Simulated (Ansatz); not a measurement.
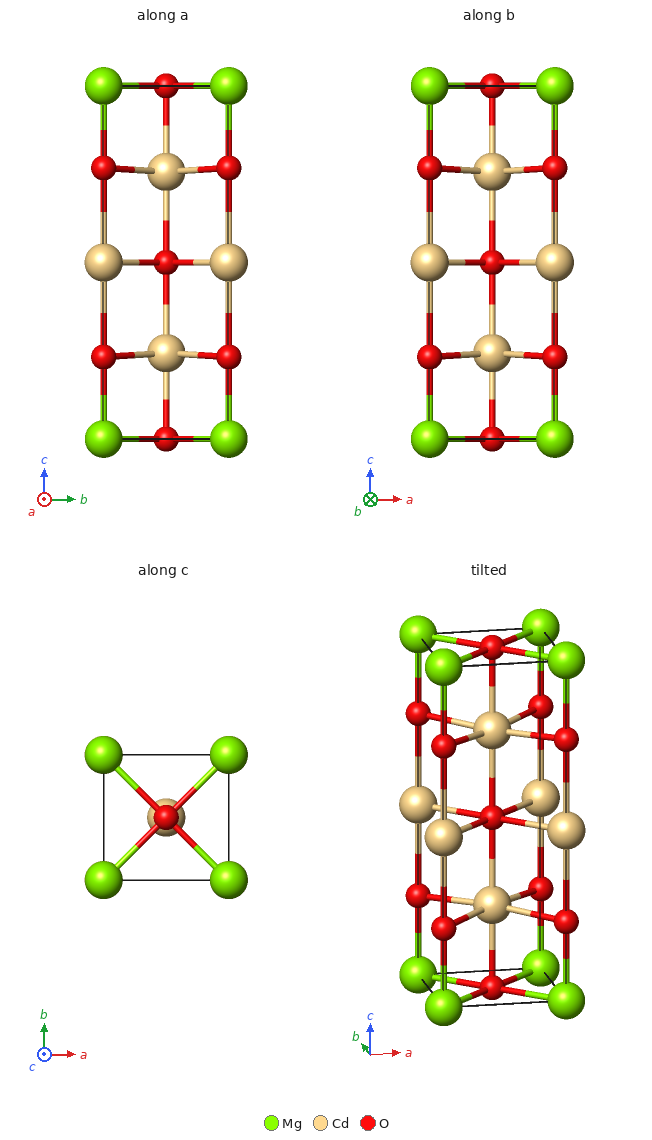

The image is a ball-and-stick drawing of a crystal, viewed along the a axis, along the b axis, along the c axis and slightly off an axis. The edges of the conventional unit cell are marked.

Lattice parameters: a = 3.3077 Å, b = 3.3077 Å, c = 9.3305 Å, α = 90.000°, β = 90.000°, γ = 90.000°.

Question: From the views, write a CIF with its space group and independent sites, with free fractional coordinates to two decimals.

Answer:
```cif
data_structure
_symmetry_space_group_name_H-M 'P 4/m m m'
_symmetry_Int_Tables_number 123
_cell_length_a 3.3077
_cell_length_b 3.3077
_cell_length_c 9.3305
_cell_angle_alpha 90.000
_cell_angle_beta 90.000
_cell_angle_gamma 90.000
_cell_volume 102.08
loop_
_atom_site_label
_atom_site_type_symbol
_atom_site_symmetry_multiplicity
_atom_site_Wyckoff_symbol
_atom_site_fract_x
_atom_site_fract_y
_atom_site_fract_z
_atom_site_occupancy
Mg1 Mg 1 a 0.00 0.00 0.00 1
Cd1 Cd 2 h 0.50 0.50 0.24 1
Cd2 Cd 1 b 0.00 0.00 0.50 1
O1 O 2 g 0.00 0.00 0.23 1
O2 O 1 d 0.50 0.50 0.50 1
O3 O 1 c 0.50 0.50 0.00 1
```

Its origin is a structure type filled with these elements by a generator (whether the compound takes this form wasn't checked). What is shown is the relaxed result from DFT PBE, scalar-relativistic, plane waves, PAW in Ansatz.
